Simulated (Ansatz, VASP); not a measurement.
**Ta (Ta(111)) in two plane-wave programs**

One calculation is typed for both programs; each brings its own data sets and cutoff. How far apart do they land?

Main program and level: Ansatz 0.2.0; plane waves, with VASP 6.6.1 beside it; single point at PBE, single point at RPBE and single point at r2SCAN.

## 1. The structure

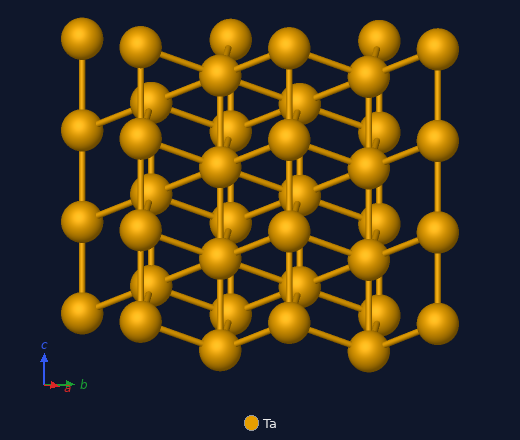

Start, viewed from the side, with the c axis up; tantalum orange. 1×2×1 cells are drawn. Some periodic images of atoms are drawn too.

The cell holds 11 atoms: 11 Ta. Cell: a = 4.681 Å, b = 4.681 Å, c = 27.555 Å, α = 90.0°, β = 90.0°, γ = 60.0°. Vacuum lies along c.

## 2. Ansatz: single point, PBE

Ansatz runs on its default PAW (the set named soft_2) files.

With cell and atoms fixed, the geometry can't cause a difference; cores, projectors, grids and the points listed under the comparison can.

input.yaml reads:

```yaml
crystal:
  lattice:
    - [4.6810468915, 0.0, 0.0]
    - [2.3405234457, 4.0539055243, 0.0]
    - [0.0, 0.0, 27.5551469551]
  atoms:
    - { symbol: Ta, position: [0.6666666667, 0.6666666667, 0.3266177464] }
    - { symbol: Ta, position: [0.0, 0.0, 0.3612941971] }
    - { symbol: Ta, position: [0.3333333333, 0.3333333333, 0.3959706478] }
    - { symbol: Ta, position: [0.6666666667, 0.6666666667, 0.4306470986] }
    - { symbol: Ta, position: [0.0, 0.0, 0.4653235493] }
    - { symbol: Ta, position: [0.3333333333, 0.3333333333, 0.5] }
    - { symbol: Ta, position: [0.6666666667, 0.6666666667, 0.5346764507] }
    - { symbol: Ta, position: [0.0, 0.0, 0.5693529014] }
    - { symbol: Ta, position: [0.3333333333, 0.3333333333, 0.6040293522] }
    - { symbol: Ta, position: [0.6666666667, 0.6666666667, 0.6387058029] }
    - { symbol: Ta, position: [0.0, 0.0, 0.6733822536] }
hamiltonian:
  xc: pbe
  pseudopotentials: { kind: paw }
kpoints:
  mp_grid: { grid: [3, 3, 1] }
scf:
  occupations: { method: methfessel_paxton, width: 0.1 }
  n_extra_bands: 6
efield:
  axis: 3
  dipole_correction: true
  ramp_width: 0.04
output:
  forces: true
  eigenvalues: true
```

The run is started by

```
$ ansatz run input.yaml --threads 4 --pin off --max-ram 9216MiB --backend cpu --events-out ev --progress --plain --runs-dir out
```

Numbers of over 12 decimals in the logs are rounded to 6 here.

What it wrote:

```text
scf.n_extra_bands = 6 over 72 filled bands (N_el = 143.0): the run solves 78 bands
Engine: ansatz 0.2.0, x86_64-unknown-linux-gnu
Pseudopotentials: kind: paw
Pseudopotential: Ta, paw, valence charge 13, recommended cutoff 420 eV (normal), Ta.paw.azcp
Functional definition: PBE
  parameter kappa = 0.804
  parameter beta = 0.066725
  exchange = pbe_x(kappa = kappa, mu = beta*pi^2/3)
  correlation = pbe_c(beta = beta)
Crystal: 11 atoms, lattice volume = 522.901 Å³
Basis set: ecut = 420 eV, 10215 PW (Γ), exchange–correlation on 64×64×384 points (8 copies of the dense FFT grid, shifted against one another)
Bands: 78, of which v1, the nominal top of the filled ones, is band 72 counted from 1 (71 counted from 0)
Symmetry: 6 space group operations
k-points: 3 of 9 (time reversal used)
Non-local potential: Ta, projectors of the file, l = 0: 3, l = 1: 2, l = 2: 2, l = 3: 1
PAW form: soft (Blöchl's): semilocal exchange-correlation on the pseudo side does not see the compensation charge
PAW one-centre angular grid: Ta, 590 points (default); XC on 64 Gauss nodes
Initial density: superposition of atomic densities (neutral atoms: chi_scale 0, normalization atom), corrected by the library's trained network
Initial wavefunctions: pseudopotential atomic-orbital guess
Functional: x = pbe(κ = 0.804, μ = 0.219515), c = pbe(β = 0.066725)
SCF iter   1: F=—  HF=-109247.440824 eV  |F-HF|=—  |Δ(HF+E_count)|=         —  Δρ=5.62e-3  dr2=1.51e0  ethr=1.77e-3  p=0.000 e·Å  D=1.83e-13 V/Å  ΔV_dip=-0.00 eV  dr2_dipole=1.68e-4  V_vac-E_F(+/−)=3.91/3.91 eV  ⟨swp⟩=10.0  Hψ=1117  notcnv=0
efield: sawtooth ramp at fractional position 0.9800 (placed from the atoms, in the widest stretch of the axis that holds none; the zero of the levels goes with the place), width 0.0400; the density the first Hamiltonian is built on has a dipole p = 0.000 e·Å; the dipole correction subtracts the counter field D = 1.83e-13 V/Å, which shifts the + side's vacuum level by -0.00 eV against the − side's; the planar-averaged density in the ramp window peaks in size at 8.8e-6 e/Å³
preconditioner: auto → LDOS  [metal: Δε(μ)=0.048 eV  Ē_g=2.601 eV  σ=0.100 eV  W_gap=0.38  n_scr=96 (ndim 8)  ℏωp=12.0 eV  f_vac=0.531  D(μ)=16.98/eV (n_scr^D=122)  β→1.0]
SCF iter   2: F=—  HF=-109247.400769 eV  |F-HF|=—  |Δ(HF+E_count)|=   4.01e-2  S|Δr|=    0.00e0  Δρ=3.44e-3  dr2=4.42e-1  ethr=1.05e-3  p=-0.001 e·Å  D=-1.76e-4 V/Å  ΔV_dip=0.00 eV  dr2_dipole=1.25e-3  V_vac-E_F(+/−)=3.36/3.35 eV  ⟨swp⟩=3.0  Hψ=351  notcnv=0
SCF iter   3: F=—  HF=-109247.382192 eV  |F-HF|=—  |Δ(HF+E_count)|=   1.86e-2  S|Δr|=    0.00e0  Δρ=1.39e-3  dr2=1.14e-1  ethr=3.09e-4  p=0.000 e·Å  D=1.10e-4 V/Å  ΔV_dip=-0.00 eV  dr2_dipole=4.32e-4  V_vac-E_F(+/−)=3.56/3.56 eV  ⟨swp⟩=2.0  Hψ=312  notcnv=0
SCF iter   4: F=—  HF=-109247.379942 eV  |F-HF|=—  |Δ(HF+E_count)|=   2.25e-3  S|Δr|=    0.00e0  Δρ=5.17e-4  dr2=9.97e-3  ethr=8.00e-5  p=0.000 e·Å  D=5.72e-5 V/Å  ΔV_dip=-0.00 eV  dr2_dipole=4.84e-7  V_vac-E_F(+/−)=3.51/3.51 eV  ⟨swp⟩=1.0  Hψ=234  notcnv=0
SCF iter   5: F=—  HF=-109247.379806 eV  |F-HF|=—  |Δ(HF+E_count)|=   1.36e-4  S|Δr|=    0.00e0  Δρ=1.83e-4  dr2=8.58e-4  ethr=6.97e-6  p=0.000 e·Å  D=3.92e-5 V/Å  ΔV_dip=-0.00 eV  dr2_dipole=1.08e-5  V_vac-E_F(+/−)=3.48/3.48 eV  ⟨swp⟩=2.0  Hψ=290  notcnv=0
SCF iter   6: F=—  HF=-109247.379809 eV  |F-HF|=—  |Δ(HF+E_count)|=   3.13e-6  S|Δr|=    0.00e0  Δρ=9.28e-5  dr2=3.25e-4  ethr=6.00e-7  p=0.000 e·Å  D=2.65e-5 V/Å  ΔV_dip=-0.00 eV  dr2_dipole=1.28e-7  V_vac-E_F(+/−)=3.48/3.48 eV  ⟨swp⟩=2.0  Hψ=314  notcnv=0
SCF iter   7: F=—  HF=-109247.379807 eV  |F-HF|=—  |Δ(HF+E_count)|=   1.36e-6  S|Δr|=    0.00e0  Δρ=3.90e-5  dr2=2.08e-5  ethr=2.27e-7  p=0.000 e·Å  D=1.62e-5 V/Å  ΔV_dip=-0.00 eV  dr2_dipole=8.14e-7  V_vac-E_F(+/−)=3.49/3.49 eV  ⟨swp⟩=2.0  Hψ=274  notcnv=0
SCF iter   8: F=—  HF=-109247.380394 eV  |F-HF|=—  |Δ(HF+E_count)|=   5.86e-4  S|Δr|=    0.00e0  Δρ=1.68e-5  dr2=2.80e-6  ethr=1.45e-8  p=0.000 e·Å  D=9.98e-6 V/Å  ΔV_dip=-0.00 eV  dr2_dipole=2.43e-7  V_vac-E_F(+/−)=3.49/3.49 eV  ⟨swp⟩=2.3  Hψ=316  notcnv=0
SCF iter   9: F=—  HF=-109247.380395 eV  |F-HF|=—  |Δ(HF+E_count)|=   1.21e-6  S|Δr|=    0.00e0  Δρ=6.32e-6  dr2=7.25e-7  ethr=1.96e-9  p=0.000 e·Å  D=3.28e-6 V/Å  ΔV_dip=-0.00 eV  dr2_dipole=1.16e-7  V_vac-E_F(+/−)=3.49/3.49 eV  ⟨swp⟩=2.0  Hψ=304  notcnv=0
SCF iter  10: F=-109247.380395 eV  HF=-109247.380395 eV  |F-HF|=5.43e-8  |Δ(HF+E_count)|=   2.59e-7  S|Δr|=    0.00e0  Δρ=2.35e-6  dr2=7.09e-8  ethr=6.99e-11  p=0.000 e·Å  D=1.61e-6 V/Å  ΔV_dip=-0.00 eV  dr2_dipole=7.41e-9  V_vac-E_F(+/−)=3.49/3.49 eV  ⟨swp⟩=7.0  Hψ=1176  notcnv=0
SCF 1 converged in 10 iterations: F = -109247.380395 eV  dr2 = 7.09e-8
  greatest PAW one-centre occupation: 1.000 electrons in one spin orbital (limit 2), on the Ta atom at site 9 (counted from 0), in its partial waves of l = 0
SCF converged after 10 iterations
Stability not checked: this state was not tested for a lower state beside it, because cold or Methfessel-Paxton smearing, or corrected tetrahedra, fill the levels in a way that the test cannot read (fill_not_monotonic; see scf.lower_state_search)
Free energy (F): -109247.380395 eV
Harris-Foulkes:  -109247.380395 eV  (|F-HF|=5.43e-8)
Internal energy: -109247.368542 eV  (E = F + TS)
E sigma→0 (E₀):  -109247.377432 eV
Entropy (-TS):   -0.011854 eV (-1.078 meV/atom)
Fermi energy:    5.033567 eV
Dipole field:    D = -0.000070 V/Å  (p = -0.000202 e·Å, saw-weighted, corrected)
Work function:   Φ+ = 3.4905 eV   Φ− = 3.4886 eV
Levels:          The Fermi level and band energies are counted from a zero that moves with the ramp; work functions are not
--- Per-component energies (eV) ---
  E_band       = -3105.562404
  E_kinetic    = 4005.600639
  E_local      = -176917.853288  (includes V_loc(G=0)·N_el)
  E_nonlocal   = 164.139644
  E_hartree    = 86555.096770
  E_xc         = -2390.837459
  E_vxc        = -2228.234763  (∫ρ·V_xc dr)
  E_paw        = -92360.840039  (= ΣΔE_a)
  E_vpaw       = -1239.397298  (= ΣTr[D̂ρ^β])
  E_aug_tail   = 0.001573  (compensation charges beyond the density's cutoff)
  E_efield     = 0.000000  (sawtooth field / dipole correction)
  E_vefield    = 0.000000  (∫n·V_field dr)
  E_ewald      = 71697.323618
  E_smearing   = -0.011854  (= −TS)
  E_closure    = 0.000000  (closes the sum)
  Σ components = -109247.380395   (vs F -109247.380395, Δ=0.00e0)
--- Forces (eV/Å), atoms counted from 1 ---
  atom   1  Ta    -0.00000000     0.00000000     2.02334403
  atom   2  Ta     0.00000000    -0.00000000    -0.07276144
  atom   3  Ta     0.00000000    -0.00000000    -1.08070472
  atom   4  Ta    -0.00000000     0.00000000    -0.35362384
  atom   5  Ta     0.00000000    -0.00000000    -0.45889548
  atom   6  Ta     0.00000000    -0.00000000     0.00000793
  atom   7  Ta    -0.00000000     0.00000000     0.45889718
  atom   8  Ta     0.00000000    -0.00000000     0.35366371
  atom   9  Ta    -0.00000000     0.00000000     1.08070807
  atom  10  Ta    -0.00000000     0.00000000     0.07276362
  atom  11  Ta     0.00000000    -0.00000000    -2.02333446
  max |Σ_I F_I| component: 6.46e-5 eV/Å
--- Band table (eV) ---
  k-point 0: bands = [... 68 lower, 4.3842, 4.6046, 4.6046, 4.9012, 4.9012, 5.0340, 5.2088, 5.4493, ... 2 higher]
  k-point 1: bands = [... 68 lower, 4.8192, 4.8285, 5.0461, 5.2185, 5.3498, 5.4838, 5.5772, 5.6164, ... 2 higher]
  k-point 2: bands = [... 68 lower, 4.6741, 4.6845, 4.6845, 4.8992, 4.8992, 5.0411, 5.0517, 5.1375, ... 2 higher]
```

Wall time 2.7 s (4 threads of Intel Xeon Platinum 8559C (Emerald Rapids), shared host); peak memory 0.91 GiB; 8.8 s of CPU time.

## 3. VASP: single point, PBE

The same cell, functional, mesh and smearing now go to VASP, with its own data sets and cutoff.

Lines of VASP's logs that name or quote its potential files are left out, and so is its time.

INCAR reads:

```
SYSTEM = Ta
PREC = Normal
ENCUT = 350
EDIFF = 1E-06
NELM = 120
ISMEAR = 1
SIGMA = 0.1
LREAL = .FALSE.
ALGO = Normal
GGA = PE
NBANDS = 38
LASPH = .TRUE.
LORBIT = 11
LWAVE = .FALSE.
LCHARG = .FALSE.
NCORE = 4
IDIPOL = 3
LDIPOL = .TRUE.
DIPOL = 0.5 0.5 0.5
LVHAR = .TRUE.
LVACPOTAV = .TRUE.
```

POSCAR reads:

```
Ta
1.0
    4.6810468915      0.0000000000      0.0000000000
    2.3405234457      4.0539055243      0.0000000000
    0.0000000000      0.0000000000     27.5551469551
Ta
11
Direct
    0.6666666667      0.6666666667      0.3266177464
    0.0000000000      0.0000000000      0.3612941971
    0.3333333333      0.3333333333      0.3959706478
    0.6666666667      0.6666666667      0.4306470986
    0.0000000000      0.0000000000      0.4653235493
    0.3333333333      0.3333333333      0.5000000000
    0.6666666667      0.6666666667      0.5346764507
    0.0000000000      0.0000000000      0.5693529014
    0.3333333333      0.3333333333      0.6040293522
    0.6666666667      0.6666666667      0.6387058029
    0.0000000000      0.0000000000      0.6733822536
```

KPOINTS reads:

```
Automatic mesh
0
Gamma
3 3 1
0 0 0
```

PAW data sets: Ta (PBE family, release 64).

The run is started by

```
$ mpirun -np 4 vasp_std
```

What it wrote:

```text
[banner, memory and clock lines left out]
running    4 mpi-ranks, on    1 nodes
 distrk:  each k-point on    4 cores,    1 groups
 distr:  one band on    4 cores,    1 groups

 POSCAR found type information on POSCAR Ta
 POSCAR found :  1 types and      11 ions
 LDA part: xc-table for (Slater+PW92), standard interpolation
 POSCAR, INCAR and KPOINTS ok, starting setup
 FFT: planning ... GRIDC
 FFT: planning ... GRID_SOFT
 FFT: planning ... GRID
 WAVECAR not read
 entering main loop
       N       E                     dE             d eps       ncg     rms          rms(c)
DAV:   1     0.167267435678E+03    0.16727E+03   -0.14883E+04   228   0.791E+02
DAV:   2    -0.100329575684E+03   -0.26760E+03   -0.25178E+03   336   0.163E+02
DAV:   3    -0.133158751187E+03   -0.32829E+02   -0.31507E+02   274   0.596E+01
DAV:   4    -0.136000428404E+03   -0.28417E+01   -0.27882E+01   376   0.158E+01
DAV:   5    -0.136062655108E+03   -0.62227E-01   -0.61942E-01   368   0.259E+00    0.424E+01
DAV:   6    -0.162796039343E+03   -0.26733E+02   -0.30103E+02   440   0.368E+01    0.295E+01
DAV:   7    -0.141592557837E+03    0.21203E+02   -0.59022E+02   426   0.638E+01    0.263E+01
DAV:   8    -0.132501501022E+03    0.90911E+01   -0.13680E+02   352   0.339E+01    0.127E+01
DAV:   9    -0.125890664195E+03    0.66108E+01   -0.28689E+01   362   0.138E+01    0.748E+00
DAV:  10    -0.124231611328E+03    0.16591E+01   -0.34407E+00   416   0.485E+00    0.503E+00
DAV:  11    -0.124314488285E+03   -0.82877E-01   -0.19056E-01   328   0.136E+00    0.509E+00
DAV:  12    -0.124288079053E+03    0.26409E-01   -0.14068E-02   408   0.312E-01    0.503E+00
DAV:  13    -0.123864160595E+03    0.42392E+00   -0.30829E-01   368   0.127E+00    0.432E+00
DAV:  14    -0.123158286694E+03    0.70587E+00   -0.20357E+00   368   0.301E+00    0.394E+00
[...]
DAV:  29    -0.123019244161E+03   -0.14215E-04   -0.82614E-06   296   0.585E-03    0.513E-03
DAV:  30    -0.123019250836E+03   -0.66757E-05   -0.37630E-06   232   0.472E-03    0.148E-03
DAV:  31    -0.123019259003E+03   -0.81669E-05   -0.16100E-06   208   0.312E-03    0.291E-03
DAV:  32    -0.123019264943E+03   -0.59394E-05   -0.59182E-07   192   0.241E-03    0.120E-03
DAV:  33    -0.123019269214E+03   -0.42714E-05   -0.21178E-07   176   0.138E-03    0.132E-03
DAV:  34    -0.123019272373E+03   -0.31589E-05   -0.18763E-07   184   0.113E-03    0.304E-04
DAV:  35    -0.123019273988E+03   -0.16145E-05   -0.10457E-07   184   0.735E-04    0.195E-04
DAV:  36    -0.123019274511E+03   -0.52344E-06   -0.52198E-08   176   0.539E-04
|                                                                             |
|           W    W    AA    RRRRR   N    N  II  N    N   GGGG   !!!           |
|           W    W   A  A   R    R  NN   N  II  NN   N  G    G  !!!           |
|           W    W  A    A  R    R  N N  N  II  N N  N  G       !!!           |
|           W WW W  AAAAAA  RRRRR   N  N N  II  N  N N  G  GGG   !            |
|           WW  WW  A    A  R   R   N   NN  II  N   NN  G    G                |
|           W    W  A    A  R    R  N    N  II  N    N   GGGG   !!!           |
|                                                                             |
|     Did not find any points to average over, which means that no vacuum     |
|     field-free region was found. Please increase the size of  your cell     |
|     in the dimension of the dipole correction to obtain accurate            |
|     workfunction values.                                                    |
|                                                                             |

   1 F= -.12301927E+03 E0= -.12301552E+03  d E =-.112580E-01
```

From OUTCAR (step 3):

```text
ion  position               nearest neighbor table
   1  0.667  0.667  0.327-   2 2.87   2 2.87   2 2.87   4 2.87   3 3.31   3 3.31   3 3.31
   2  0.000  0.000  0.361-   3 2.87   1 2.87   3 2.87   1 2.87   3 2.87   1 2.87   5 2.87   4 3.31
                             4 3.31   4 3.31
   3  0.333  0.333  0.396-   2 2.87   2 2.87   2 2.87   4 2.87   4 2.87   6 2.87   4 2.87   1 3.31
                             1 3.31   1 3.31   5 3.31   5 3.31   5 3.31
   4  0.667  0.667  0.431-   7 2.87   5 2.87   5 2.87   5 2.87   3 2.87   3 2.87   1 2.87   3 2.87
                             6 3.31   6 3.31   6 3.31   2 3.31   2 3.31   2 3.31
   5  0.000  0.000  0.465-   8 2.87   6 2.87   4 2.87   6 2.87   4 2.87   6 2.87   4 2.87   2 2.87
                             7 3.31   7 3.31   7 3.31   3 3.31   3 3.31   3 3.31
   6  0.333  0.333  0.500-   7 2.87   5 2.87   7 2.87   5 2.87   5 2.87   7 2.87   3 2.87   9 2.87
                             4 3.31   8 3.31   4 3.31   8 3.31   8 3.31   4 3.31
   7  0.667  0.667  0.535-   4 2.87   6 2.87   8 2.87   6 2.87   8 2.87   8 2.87   6 2.87  10 2.87
                             5 3.31   5 3.31   5 3.31   9 3.31   9 3.31   9 3.31
   8  0.000  0.000  0.569-   5 2.87   7 2.87   7 2.87   7 2.87   9 2.87   9 2.87   9 2.87  11 2.87
                             6 3.31   6 3.31   6 3.31  10 3.31  10 3.31  10 3.31
   9  0.333  0.333  0.604-  10 2.87  10 2.87  10 2.87   8 2.87   8 2.87   8 2.87   6 2.87  11 3.31
                            11 3.31  11 3.31   7 3.31   7 3.31   7 3.31
  10  0.667  0.667  0.639-   9 2.87  11 2.87   9 2.87  11 2.87  11 2.87   9 2.87   7 2.87   8 3.31
                             8 3.31   8 3.31
  11  0.000  0.000  0.673-  10 2.87  10 2.87  10 2.87   8 2.87   9 3.31   9 3.31   9 3.31

  LATTYP: Found a hexagonal cell.
 ALAT       =     4.6810468914
 C/A-ratio  =     5.8865351265

 Subroutine GETGRP returns: Found 12 space group operations
 (whereof  6 operations were pure point group operations)

The static configuration has the point symmetry C_3v.
 The point group associated with its full space group is D_3d.

 Found      3 irreducible k-points:

   k-points           NKPTS =      3   k-points in BZ     NKDIM =      3   number of bands    NBANDS=     38

   dimension x,y,z NGX =    24 NGY =   24 NGZ =  126
   dimension x,y,z NGXF=    48 NGYF=   48 NGZF=  252

   ENCUT  =  350.0 eV  25.72 Ry    5.07 a.u.   7.14  7.14 42.03*2*pi/ulx,y,z

   NELECT =      55.0000    total number of electrons

 k-points in reciprocal lattice and weights: Automatic mesh
   0.00000000  0.00000000  0.00000000       0.111
   0.33333333  0.00000000  0.00000000       0.667
  -0.33333333  0.33333333  0.00000000       0.222

 dipolmoment           0.000000      0.000000     -0.000000 electrons x Angstroem

 average (electrostatic) potential at core
       1 -41.6481       2 -40.7666       3 -41.0231       4 -40.7345       5 -40.6071
       6 -40.7186       7 -40.6071       8 -40.7345       9 -41.0231      10 -40.7666
      11 -41.6481

 E-fermi :   0.1288

 k-point     1 :       0.0000    0.0000    0.0000
  band No.  band energies     occupation
    ...
     26      -0.2987      2.00000
     27      -0.2987      2.00000
     28      -0.0033      2.06844
     29      -0.0033      2.06844
     30       0.1236      1.08669
     31       0.2953     -0.04017
     32       0.5452     -0.00000
     33       0.5452     -0.00000
     34       1.4568     -0.00000
     35       1.7231     -0.00000
    ...

 k-point     2 :       0.3333    0.0000    0.0000
  band No.  band energies     occupation
    ...
     23      -0.3229      2.00000
     24      -0.3046      2.00000
     25      -0.0861      2.00959
     26      -0.0740      2.01461
     27       0.1407      0.80011
     28       0.3108     -0.02731
     29       0.4458     -0.00007
     30       0.5777     -0.00000
     31       0.6716     -0.00000
     32       0.7104     -0.00000
    ...

 k-point     3 :      -0.3333    0.3333    0.0000
  band No.  band energies     occupation
    ...
     27      -0.2209      2.00001
     28      -0.0063      2.06682
     29      -0.0063      2.06682
     30       0.1384      0.83869
     31       0.1496      0.65662
     32       0.2317     -0.05572
     33       0.2317     -0.05572
     34       1.4833     -0.00000
     35       1.4941     -0.00000
     36       1.4941     -0.00000
    ...

  Total      -11.3936215    -11.3936215    -12.8610093      0.0000000      0.0000000     -0.0000000
  in kB      -34.9102553    -34.9102553    -39.4063569      0.0000000      0.0000000     -0.0000000
  external PRESSURE =     -36.4089559 kB  Pullay stress =       0.0000000 kB

  energy-cutoff  :      350.00
  volume of cell :      522.90
      direct lattice vectors                 reciprocal lattice vectors
     4.681046892  0.000000000  0.000000000     0.213627426 -0.123337852  0.000000000
     2.340523446  4.053905524  0.000000000     0.000000000  0.246675704  0.000000000
     0.000000000  0.000000000 27.555146955     0.000000000  0.000000000  0.036290861

 POSITION                                       TOTAL-FORCE (eV/Angst)
 -----------------------------------------------------------------------------------
      4.68105      2.70260      9.00000        -0.000000     -0.000000      2.202588
      0.00000      0.00000      9.95551         0.000000     -0.000000     -0.030755
      2.34052      1.35130     10.91103         0.000000      0.000000     -1.020454
      4.68105      2.70260     11.86654        -0.000000     -0.000000     -0.399078
      0.00000      0.00000     12.82206        -0.000000     -0.000000     -0.468592
      2.34052      1.35130     13.77757         0.000000     -0.000000      0.000000
      4.68105      2.70260     14.73309         0.000000      0.000000      0.468592
      0.00000      0.00000     15.68860         0.000000     -0.000000      0.399078
      2.34052      1.35130     16.64412        -0.000000      0.000000      1.020454
      4.68105      2.70260     17.59963        -0.000000      0.000000      0.030755
      0.00000      0.00000     18.55515         0.000000      0.000000     -2.202588
 -----------------------------------------------------------------------------------
    total drift:                               -0.000000     -0.000000     -0.000000

  FREE ENERGIE OF THE ION-ELECTRON SYSTEM (eV)
  ---------------------------------------------------
  free  energy   TOTEN  =      -123.0192745110 eV

  energy  without entropy=     -123.0080165174  energy(sigma->0) =     -123.01552185

 vacuum level on the upper side and lower side of the slab         3.641         3.641

 total charge
# of ion       s       p       d       tot
------------------------------------------
    1        0.697   0.306   3.110   4.114
    2        0.728   0.533   3.339   4.600
    3        0.698   0.644   3.246   4.588
    4        0.695   0.709   3.340   4.745
    5        0.702   0.687   3.381   4.770
    6        0.705   0.716   3.335   4.756
    7        0.702   0.687   3.381   4.770
    8        0.695   0.709   3.340   4.745
    9        0.698   0.644   3.246   4.588
   10        0.728   0.533   3.339   4.600
   11        0.697   0.306   3.110   4.114
--------------------------------------------------
tot          7.743   6.476  36.169  50.388
```

[end of part 1 of 2]

[Lines on the potential files, build, host, timing and source positions are cut from VASP's logs without a mark.]

[Logs are printed without paths, hosts, clocks, repeated set-up lines and the standing remarks that a program may print on its own settings, such as how far it seeks lower states.]

[Hosts, paths, dates, database ids (printed as entryN), source tags and the programs' standing remarks are cut or masked in the printed files.]
